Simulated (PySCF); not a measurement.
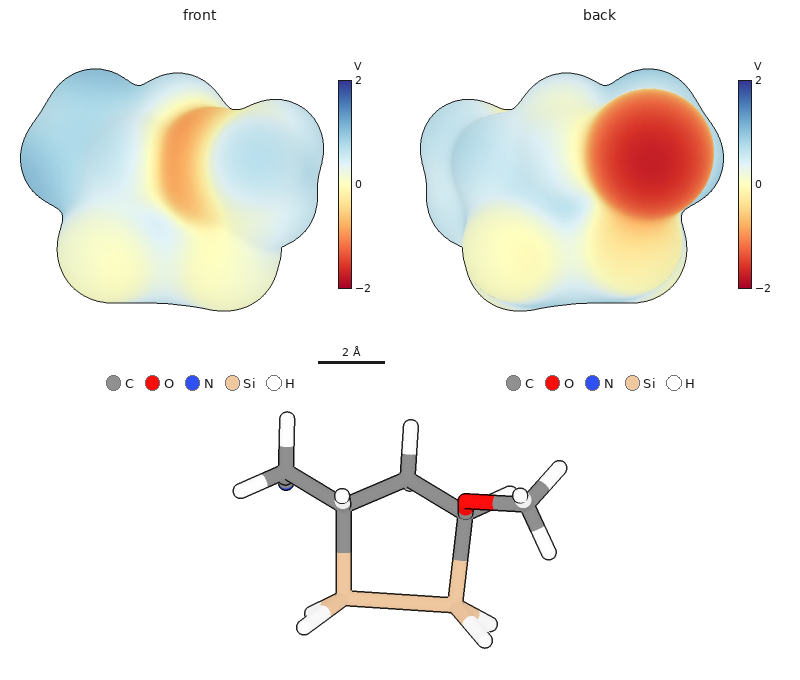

C$_{6}$H$_{13}$NOSi$_{2}$. The electrostatic potential painted on the density surface at 0.001 e/bohr³, seen from the front and from behind; the colour scale runs from red (negative) to blue (positive). The bare structure is drawn below in the same view.

Geometry: GFN2-xTB.

Level of theory: PBE0/pcSseg-1, SCF density, gas phase, non-relativistic in PySCF.

```xyz
23

C    -3.2236    0.4575    0.4292
O    -1.9061    0.5747   -0.0199
C    -0.9492   -0.0636    0.8333
C     0.3881    0.6557    0.6494
C     0.9252    0.4901   -0.7753
C     2.2777    1.1969   -0.9384
C     3.2667    0.6695   -0.0371
N     4.0427    0.2490    0.6907
Si    0.9526   -1.3865   -1.2080
Si   -0.7468   -1.9010    0.2670
H    -3.3564    0.9419    1.4060
H    -3.8523    0.9542   -0.3080
H    -3.5299   -0.5919    0.5198
H    -1.2713    0.0570    1.8769
H     1.1035    0.2463    1.3692
H     0.2571    1.7193    0.8763
H     0.2185    0.9905   -1.4451
H     2.1790    2.2703   -0.7370
H     2.6458    1.0725   -1.9611
H     2.2805   -1.9349   -0.9113
H     0.7596   -1.5273   -2.6578
H    -2.0187   -2.3826   -0.2807
H    -0.4475   -2.7306    1.4411
```

Which sites attract a positive test charge, and which a negative one?

A positive charge is drawn to the negative regions and a negative charge to the positive ones. The most negative region (about −1.7 V) lies over N8, the most positive (about +1.0 V) over H18 and H19. N8 is the likeliest acceptor of a hydrogen bond.
